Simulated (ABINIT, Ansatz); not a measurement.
# Iridium (Fm-3m): from the cell to the phonon bands, part 3 of 4

How does Iridium (Fm-3m) vibrate, and is this structure a minimum?

ABINIT 10.8.3; DFT LDA, scalar-relativistic, plane waves, PseudoDojo norm-conserving pseudopotentials.

So far. Step 3 (Relaxing the cell and atoms): The volume changes by -1.6 % in this run and stands -1.6 % from the first cell. Step 4 (Ground state): The cell stands at -0.46 GPa: the relaxation ran with a smoothed and higher cutoff, and the difference is a stress of the finite basis. The relaxed cell has a = 3.810 Å (conventional setting).

The database entry behind the starting cell differs from later determinations by our own check (0.1 to 0.3 % short, probably kX units), so it need not match the best structure at ambient conditions.

## 8. Phonons on a q mesh

Linear response treats each wavevector in the unit cell, with no supercell; the 4×4×4 mesh fixes the range of the force constants to be had.

Input file dfpt_q.abi:

```
ndtset 7

# wavevectors
qpt1 0.25 0.0 0.0
qpt2 0.5 0.0 0.0
qpt3 0.25 0.25 0.0
qpt4 0.5 0.25 0.0
qpt5 -0.25 0.25 0.0
qpt6 0.5 0.5 0.0
qpt7 -0.25 0.5 0.25

# displacements
getwfk_filepath "gso_WFK"
getwfq_filepath "gso_WFK"
kptopt 3
nqpt 1
rfphon 1
rfatpol 1 1
rfdir 1 1 1
tolvrs 1.0d-10
prtwf 0

# basis, mesh and filling
ecut 30.0
ngkpt 16 16 16
nshiftk 1
shiftk 0.0 0.0 0.0
istwfk *1
occopt 7
tsmear 0.01
nband 15
nstep 100
diemac 1000000.0
prtebands 0
prtgsr 0
useylm 1

# cell and atoms
acell 5.091116282 5.091116282 5.091116282
rprim 
    0.0 0.7071067812 0.7071067812
    0.7071067812 0.0 0.7071067812
    0.7071067812 0.7071067812 0.0
ntypat 1
znucl 77
natom 1
typat 1
xred 
    0.0 0.0 0.0
pp_dirpath "./pseudo"
pseudos "Ir.upf"
```

Command:

```
$ OMP_NUM_THREADS=1 mpirun -n 8 abinit dfpt_q.abi > dfpt_q.log
```

Numbers of over 12 decimals in the logs are rounded to 6 here.

dfpt_q.abo, the main output file:

```text
[banners, grids, parts of the stress and lines that vanish by symmetry left out]
- input  file    -> dfpt_q.abi
- output file    -> dfpt_q.abo
- root for input  files -> dfpt_qi
[...]
DATASET    1 : space group Fm -3 m (#225); Bravais cF (face-center cubic)
[...]
nfft =       19683          nkpt =        4096
[...]
DATASET    2 : space group Fm -3 m (#225); Bravais cF (face-center cubic)
[...]
nfft =       19683          nkpt =        4096
[...]
DATASET    3 : space group Fm -3 m (#225); Bravais cF (face-center cubic)
[...]
nfft =       19683          nkpt =        4096
[...]
DATASET    4 : space group Fm -3 m (#225); Bravais cF (face-center cubic)
[...]
nfft =       19683          nkpt =        4096
[...]
DATASET    5 : space group Fm -3 m (#225); Bravais cF (face-center cubic)
[...]
nfft =       19683          nkpt =        4096
[...]
DATASET    6 : space group Fm -3 m (#225); Bravais cF (face-center cubic)
[...]
nfft =       19683          nkpt =        4096
[...]
DATASET    7 : space group Fm -3 m (#225); Bravais cF (face-center cubic)
[...]
nfft =       19683          nkpt =        4096
[...]
== DATASET  1 ==================================================================
[...]
cutoff_energies: {ecut:  30.0, pawecutdg:  -1.0, }
[...]
Perturbation : displacement of atom   1   along direction   1
[...]
-ETOT  1   5.784088     -2.827E+03 7.764E+00 1.924E+04
 ETOT  2   42.119925936796      3.634E+01 1.818E-01 6.174E+05
 ETOT  3   4.164706     -3.796E+01 8.484E-03 1.256E+03
 ETOT  4   4.074428     -9.028E-02 3.706E-04 7.388E+00
 ETOT  5   4.073760     -6.681E-04 4.468E-06 1.875E-03
[...]
At SCF step   12       vres2   =  6.14E-12 < tolvrs=  1.00E-10 =>converged.
[...]
Perturbation : displacement of atom   1   along direction   2
[...]
-ETOT  1   1.706007     -2.205E+03 7.464E+00 9.248E+01
[...]
At SCF step   10       vres2   =  5.89E-12 < tolvrs=  1.00E-10 =>converged.
[...]
Phonon wavevector (reduced coordinates) :  0.25000  0.00000  0.00000
 Phonon energies in Hartree :
[...]
Phonon frequencies in cm-1    :
-  8.646413E+01  8.646413E+01  1.693280E+02
[...]
== DATASET  2 ==================================================================
[...]
cutoff_energies: {ecut:  30.0, pawecutdg:  -1.0, }
[...]
- 77.00000  17.00000  180309                  znucl, zion, pspdat
[...]
Perturbation : displacement of atom   1   along direction   1
[...]
-ETOT  1   5.517228     -2.483E+03 7.698E+00 1.423E+03
[...]
At SCF step   11       vres2   =  8.63E-12 < tolvrs=  1.00E-10 =>converged.
[...]
Perturbation : displacement of atom   1   along direction   2
[...]
-ETOT  1   5.863208     -2.577E+03 8.552E+00 2.073E+03
[...]
ETOT  8   5.083478     -4.017E-09 2.011E-11 2.563E-09
 ETOT  9   5.083478      1.319E-11 5.376E-13 1.261E-11
 At SCF step    9       vres2   =  1.26E-11 < tolvrs=  1.00E-10 =>converged.
[...]
Phonon wavevector (reduced coordinates) : -0.25000  0.50000  0.25000
 Phonon energies in Hartree :
[...]
Phonon frequencies in cm-1    :
-  1.583908E+02  1.641994E+02  1.641994E+02
[...]
fcart7     0.0000000000E+00  0.0000000000E+00  0.0000000000E+00
       
================================================================================
```

It took 33 min on 8 MPI ranks of AMD EPYC 9B14 (Zen 4), shared host; 4.4 h of CPU time.

Read from the output:

| Property | Result |
| --- | --- |
| lowest mode on the q mesh (acoustic ones at the zone centre apart) | 86.46 cm⁻¹ |

Frequencies (cm⁻¹) before the sum rule at the irreducible wavevectors but Γ, which is solved apart; negative means imaginary. Frequencies by wavevector:

```
 q (fractions)  star  mode 1  mode 2  mode 3
      0.25 0 0     8   86.46   86.46   169.3
       0.5 0 0     4   113.6   113.6   202.8
   0.25 0.25 0     6   114.3   114.3   183.4
    0.5 0.25 0    24   136.7   148.9   186.5
  -0.25 0.25 0    12   125.9   140.6   188.9
     0.5 0.5 0     3     150     150   189.8
-0.25 0.5 0.25     6   158.4   164.2   164.2
```

## 9. Dispersion

anaddb transforms the dynamical matrices to force constants and back along the path; points of the mesh come back as solved, but for the sum rule and, in polar crystals, the LO-TO term at Γ; the rest is interpolation.

Input file anaddb.abi:

```
ddb_filepath "all_DDB"
output_file "anaddb.abo"
outdata_prefix "anaddb"
ifcflag 1
ngqpt 4 4 4
nqshft 1
q1shft 0.0 0.0 0.0
asr 1
chneut 0
dipdip 0
dipquad 0
quadquad 0
enunit 0
eivec 0
nph1l 62
qph1l 
    0.0 0.0 0.0 1.0
    0.05 0.0 0.05 1.0
    0.1 0.0 0.1 1.0
    0.15 0.0 0.15 1.0
    0.2 0.0 0.2 1.0
    0.25 0.0 0.25 1.0
    0.3 0.0 0.3 1.0
    0.35 0.0 0.35 1.0
    0.4 0.0 0.4 1.0
    0.45 0.0 0.45 1.0
    0.5 0.0 0.5 1.0
    0.5125 0.025 0.5125 1.0
    0.525 0.05 0.525 1.0
    0.5375 0.075 0.5375 1.0
    0.55 0.1 0.55 1.0
    0.5625 0.125 0.5625 1.0
    0.575 0.15 0.575 1.0
    0.5875 0.175 0.5875 1.0
    0.6 0.2 0.6 1.0
    0.6125 0.225 0.6125 1.0
    0.625 0.25 0.625 1.0
    0.375 0.375 0.75 1.0
    0.3375 0.3375 0.675 1.0
    0.3 0.3 0.6 1.0
    0.2625 0.2625 0.525 1.0
    0.225 0.225 0.45 1.0
    0.1875 0.1875 0.375 1.0
    0.15 0.15 0.3 1.0
    0.1125 0.1125 0.225 1.0
    0.075 0.075 0.15 1.0
    0.0375 0.0375 0.075 1.0
    0.0 0.0 0.0 1.0
    0.05 0.05 0.05 1.0
    0.1 0.1 0.1 1.0
    0.15 0.15 0.15 1.0
    0.2 0.2 0.2 1.0
    0.25 0.25 0.25 1.0
    0.3 0.3 0.3 1.0
    0.35 0.35 0.35 1.0
    0.4 0.4 0.4 1.0
    0.45 0.45 0.45 1.0
    0.5 0.5 0.5 1.0
    0.5 0.475 0.525 1.0
    0.5 0.45 0.55 1.0
    0.5 0.425 0.575 1.0
    0.5 0.4 0.6 1.0
    0.5 0.375 0.625 1.0
    0.5 0.35 0.65 1.0
    0.5 0.325 0.675 1.0
    0.5 0.3 0.7 1.0
    0.5 0.275 0.725 1.0
    0.5 0.25 0.75 1.0
    0.5 0.225 0.725 1.0
    0.5 0.2 0.7 1.0
    0.5 0.175 0.675 1.0
    0.5 0.15 0.65 1.0
    0.5 0.125 0.625 1.0
    0.5 0.1 0.6 1.0
    0.5 0.075 0.575 1.0
    0.5 0.05 0.55 1.0
    0.5 0.025 0.525 1.0
    0.5 0.0 0.5 1.0
```

Input file mrgddb.in:

```
all_DDB
merged
8
dfpt_gammao_DDB
dfpt_qo_DS1_DDB
dfpt_qo_DS2_DDB
dfpt_qo_DS3_DDB
dfpt_qo_DS4_DDB
dfpt_qo_DS5_DDB
dfpt_qo_DS6_DDB
dfpt_qo_DS7_DDB
```

Command:

```
$ mrgddb < mrgddb.in > mrgddb.log
$ OMP_NUM_THREADS=1 anaddb anaddb.abi > anaddb.log
```

anaddb.abo, the main output file:

```text
[banners, grids, parts of the stress and lines that vanish by symmetry left out]
-outvars_anaddb: echo values of input variables ----------------------

 Flags :
[...]
Phonon wavevector (reduced coordinates) :  0.00000  0.00000  0.00000
 Phonon energies in Hartree :
[...]
Phonon frequencies in cm-1    :
-  0.000000E+00  0.000000E+00  0.000000E+00
[...]
Phonon wavevector (reduced coordinates) :  0.05000  0.00000  0.05000
 Phonon energies in Hartree :
[...]
Phonon frequencies in cm-1    :
-  2.479952E+01  2.479952E+01  4.767499E+01
[...]
Phonon wavevector (reduced coordinates) :  0.10000  0.00000  0.10000
 Phonon energies in Hartree :
[...]
Phonon frequencies in cm-1    :
-  4.959408E+01  4.959408E+01  9.245149E+01
[...]
Phonon wavevector (reduced coordinates) :  0.15000  0.00000  0.15000
 Phonon energies in Hartree :
[...]
Phonon frequencies in cm-1    :
-  7.369907E+01  7.369907E+01  1.314975E+02
[...]
Phonon wavevector (reduced coordinates) :  0.20000  0.00000  0.20000
 Phonon energies in Hartree :
[...]
Phonon frequencies in cm-1    :
-  9.574670E+01  9.574670E+01  1.623406E+02
  Phonon wavevector (reduced coordinates) :  0.25000  0.00000  0.25000
 Phonon energies in Hartree :
[...]
Phonon frequencies in cm-1    :
-  1.143111E+02  1.143111E+02  1.834023E+02
  Phonon wavevector (reduced coordinates) :  0.30000  0.00000  0.30000
 Phonon energies in Hartree :
[...]
Phonon frequencies in cm-1    :
-  1.285937E+02  1.285937E+02  1.945556E+02
  Phonon wavevector (reduced coordinates) :  0.35000  0.00000  0.35000
 Phonon energies in Hartree :
[...]
Phonon frequencies in cm-1    :
-  1.386665E+02  1.386665E+02  1.974064E+02
  Phonon wavevector (reduced coordinates) :  0.40000  0.00000  0.40000
 Phonon energies in Hartree :
[...]
Phonon frequencies in cm-1    :
-  1.451745E+02  1.451745E+02  1.950844E+02
  Phonon wavevector (reduced coordinates) :  0.45000  0.00000  0.45000
 Phonon energies in Hartree :
[...]
Phonon frequencies in cm-1    :
-  1.488090E+02  1.488090E+02  1.914539E+02
  Phonon wavevector (reduced coordinates) :  0.50000  0.00000  0.50000
 Phonon energies in Hartree :
[...]
Phonon frequencies in cm-1    :
-  1.499811E+02  1.499811E+02  1.898064E+02
  Phonon wavevector (reduced coordinates) :  0.51250  0.02500  0.51250
 Phonon energies in Hartree :
[...]
Phonon frequencies in cm-1    :
-  1.499393E+02  1.501384E+02  1.896035E+02
  Phonon wavevector (reduced coordinates) :  0.52500  0.05000  0.52500
 Phonon energies in Hartree :
[...]
Phonon frequencies in cm-1    :
-  1.498138E+02  1.506091E+02  1.890000E+02
  Phonon wavevector (reduced coordinates) :  0.53750  0.07500  0.53750
 Phonon energies in Hartree :
[...]
Phonon frequencies in cm-1    :
-  1.496036E+02  1.513893E+02  1.880112E+02
[...]
Phonon wavevector (reduced coordinates) :  0.50000  0.17500  0.67500
 Phonon energies in Hartree :
[...]
Phonon frequencies in cm-1    :
-  1.559459E+02  1.564431E+02  1.743390E+02
  Phonon wavevector (reduced coordinates) :  0.50000  0.15000  0.65000
 Phonon energies in Hartree :
[...]
Phonon frequencies in cm-1    :
-  1.539699E+02  1.551873E+02  1.777290E+02
  Phonon wavevector (reduced coordinates) :  0.50000  0.12500  0.62500
 Phonon energies in Hartree :
[...]
Phonon frequencies in cm-1    :
-  1.524476E+02  1.538540E+02  1.809467E+02
  Phonon wavevector (reduced coordinates) :  0.50000  0.10000  0.60000
 Phonon energies in Hartree :
[...]
Phonon frequencies in cm-1    :
-  1.513618E+02  1.525839E+02  1.838613E+02
  Phonon wavevector (reduced coordinates) :  0.50000  0.07500  0.57500
 Phonon energies in Hartree :
[...]
Phonon frequencies in cm-1    :
-  1.506551E+02  1.514938E+02  1.863311E+02
  Phonon wavevector (reduced coordinates) :  0.50000  0.05000  0.55000
 Phonon energies in Hartree :
[...]
Phonon frequencies in cm-1    :
-  1.502437E+02  1.506670E+02  1.882173E+02
  Phonon wavevector (reduced coordinates) :  0.50000  0.02500  0.52500
 Phonon energies in Hartree :
[...]
Phonon frequencies in cm-1    :
-  1.500407E+02  1.501544E+02  1.894022E+02
  Phonon wavevector (reduced coordinates) :  0.50000  0.00000  0.50000
 Phonon energies in Hartree :
[...]
Phonon frequencies in cm-1    :
-  1.499811E+02  1.499811E+02  1.898064E+02
-
```

The job ended after 0.64 s (1 thread).

This step gave:

| Item | Value |
| --- | --- |
| lowest frequency on the path | 0 cm⁻¹ |

Anaddb. The phonon branches at the labelled points (cm⁻¹):

```
    point  branch 1  branch 2  branch 3
        Γ         0         0         0
        X       150       150       190
        U       146       165       173
jump to K       146       165       173
        Γ         0         0         0
        L       114       114       203
        W       158       164       164
        X       150       150       190
```

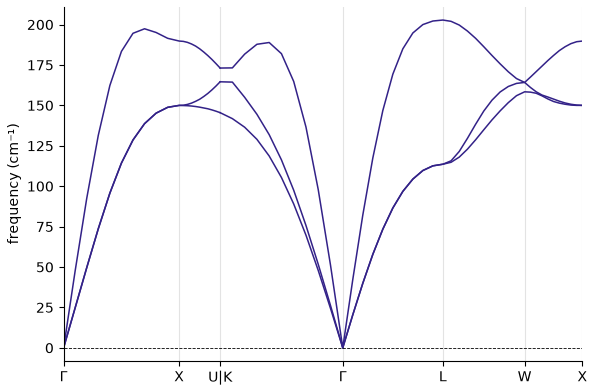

Phonon branches along the path.

All branches are real along the path.

## 10. Sums over the zone

Sums over the zone need many more wavevectors than were solved, so the interpolation is sampled on a dense mesh.

Input file anaddb.abi:

```
ddb_filepath "all_DDB"
output_file "anaddb.abo"
outdata_prefix "anaddb"
ifcflag 1
ngqpt 4 4 4
nqshft 1
q1shft 0.0 0.0 0.0
asr 1
chneut 0
dipdip 0
dipquad 0
quadquad 0
prtdos 2
ng2qpt 20 20 20
dosdeltae 4.5563e-06
ntemper 11
temperinc 100.0
tempermin 0.0
```

Command:

```
$ OMP_NUM_THREADS=1 anaddb anaddb.abi > anaddb.log
```

anaddb.abo, the main output file:

```text
[banners, grids, parts of the stress and lines that vanish by symmetry left out]
-outvars_anaddb: echo values of input variables ----------------------

 Flags :
     ifcflag         1
 Miscellaneous information :
         asr         1
      chneut         0
 Interatomic Force Constants Inputs :
      dipdip         0
     dipquad         0
    quadquad         0
      ifcana         0
      ifcout         0
 Description of grid 1 :
        brav         1
       ngqpt         4         4         4
      nqshft         1
      q1shft
                     0.00000000E+00  0.00000000E+00  0.00000000E+00
 Phonon DOS information :
   dosdeltae  4.55630000E-06
    dossmear  4.55633525E-06
 Description of grid 2 (Fourier interp. or BZ sampling):
      ng2qpt        20        20        20
      ngrids         4
      q2shft         0.00000000E+00  0.00000000E+00  0.00000000E+00

================================================================================

 read the DDB information and perform some checks

  ==== Info on the Cryst% object ====
 Real(R)+Recip(G) space primitive vectors, cartesian coordinates (Bohr,Bohr^-1):
 R(1)=  0.0000000  3.5999628  3.5999628  G(1)= -0.1388903  0.1388903  0.1388903
 R(2)=  3.5999628  0.0000000  3.5999628  G(2)=  0.1388903 -0.1388903  0.1388903
 R(3)=  3.5999628  3.5999628  0.0000000  G(3)=  0.1388903  0.1388903 -0.1388903
 Unit cell volume ucvol=  9.3309111E+01 bohr^3
 Angles (23,13,12)=  6.00000000E+01  6.00000000E+01  6.00000000E+01 degrees
 Time-reversal symmetry is present
 Reduced atomic positions [iatom, xred, symbol]:
    1)    0.0000000  0.0000000  0.0000000  Ir

 DDB file with 8 blocks has been read.

================================================================================

 Calculation of the interatomic forces

       Homogeneous q point set in the B.Z.
 Grid q points  :       64
  1)   0.00000000E+00  0.00000000E+00  0.00000000E+00
  2)   2.50000000E-01  0.00000000E+00  0.00000000E+00
  3)   5.00000000E-01  0.00000000E+00  0.00000000E+00
  4)  -2.50000000E-01  0.00000000E+00  0.00000000E+00
  5)   0.00000000E+00  2.50000000E-01  0.00000000E+00
  6)   2.50000000E-01  2.50000000E-01  0.00000000E+00
  7)   5.00000000E-01  2.50000000E-01  0.00000000E+00
  8)  -2.50000000E-01  2.50000000E-01  0.00000000E+00
  9)   0.00000000E+00  5.00000000E-01  0.00000000E+00
 10)   2.50000000E-01  5.00000000E-01  0.00000000E+00
 11)   5.00000000E-01  5.00000000E-01  0.00000000E+00
 12)  -2.50000000E-01  5.00000000E-01  0.00000000E+00
 13)   0.00000000E+00 -2.50000000E-01  0.00000000E+00
 14)   2.50000000E-01 -2.50000000E-01  0.00000000E+00
[...]
58)   2.50000000E-01  5.00000000E-01 -2.50000000E-01
 59)   5.00000000E-01  5.00000000E-01 -2.50000000E-01
 60)  -2.50000000E-01  5.00000000E-01 -2.50000000E-01
 61)   0.00000000E+00 -2.50000000E-01 -2.50000000E-01
 62)   2.50000000E-01 -2.50000000E-01 -2.50000000E-01
 63)   5.00000000E-01 -2.50000000E-01 -2.50000000E-01
 64)  -2.50000000E-01 -2.50000000E-01 -2.50000000E-01

 The interatomic forces have been obtained

================================================================================

 Calculation of phonon density of states

 Average speed of sound partial sums:     0.1547057124E-02 (at units)
-                                   =           3.3845 [km/s]

 Debye frequency from partial sums:     0.1329480574E-02 (Ha)
-                                 =     0.8747561957E+01 (THz)
-Debye temperature from partial sums:     0.4198167613E+03 (K)

 Average speed of sound:     0.1667635589E-02 (at units)
-                      =           3.6483 [km/s]

 Debye frequency from DOS:     0.1433101006E-02 (Ha)
-                        =     0.9429351645E+01 (THz)
-Debye temperature from DOS:     0.4525375057E+03 (K)

-
```

It took 0.76 s on 1 thread.

Numbers from this step:

```
share of modes beyond 3i cm⁻¹ on the dense interpolated mesh : 0
zero-point energy per atom                                   : 27.35 meV
heat capacity at 300 K                                       : 23.89 J/(mol atoms K)
vibrational entropy at 300 K                                 : 34.93 J/(mol atoms K)
```

The phonon density of states has structure finer than the step of the table below, so its rows give means over 20 cm⁻¹, whole bins alone (the curve runs from -30 to 233 cm⁻¹). Peaks (cm⁻¹: height): 149.0: 0.0523, 190.0: 0.0641.

Tetrahedra. Phonon density of states against wavenumber; means over each step:

```
wavenumber (cm⁻¹)  phonon density of states (1/cm⁻¹/cell)
                0                                  3.0e-6
               20                                  1.6e-4
               40                                  7.9e-4
               60                                 0.00202
               80                                 0.00440
              100                                 0.00995
              120                                  0.0261
              140                                  0.0412
              160                                  0.0202
              180                                  0.0296
              200                                  0.0154
              220                                       0
```

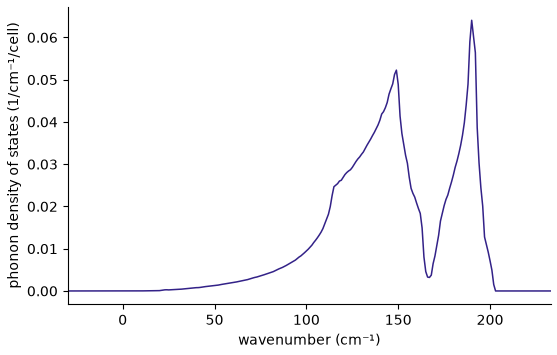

Phonon density of states against wavenumber.

Harmonic thermodynamic functions per atom, summed over the density of states scaled to three modes an atom; melting is ignored. Thermodynamic functions:

```
T (K)  F_vib (meV/atom)  S (J/mol-atom/K)  C_V (J/mol-atom/K)
    0             27.35                 0                   0
   50             27.02             2.645               7.291
  100             23.46              11.3               17.33
  200              3.87             25.46               22.66
  300            -27.71             34.93               23.89
  400            -67.68             41.88               24.34
  500              -114             47.33               24.56
  600            -165.5             51.82               24.67
  700            -221.2             55.63               24.75
  800            -280.6             58.94               24.79
  900            -343.2             61.86               24.82
 1000            -408.7             64.48               24.85
```

At 300 K the heat capacity has reached 96 % of the Dulong-Petit value.

(Continued in part 4 of 4.)

[Host names and launcher messages were left out of these logs when they were recorded.]

[Logs are printed without paths, hosts, clocks, repeated set-up lines and the standing remarks that a program may print on its own settings, such as how far it seeks lower states.]

[Hosts, paths, dates, database ids (printed as entryN), source tags and the programs' standing remarks are cut or masked in the printed files.]
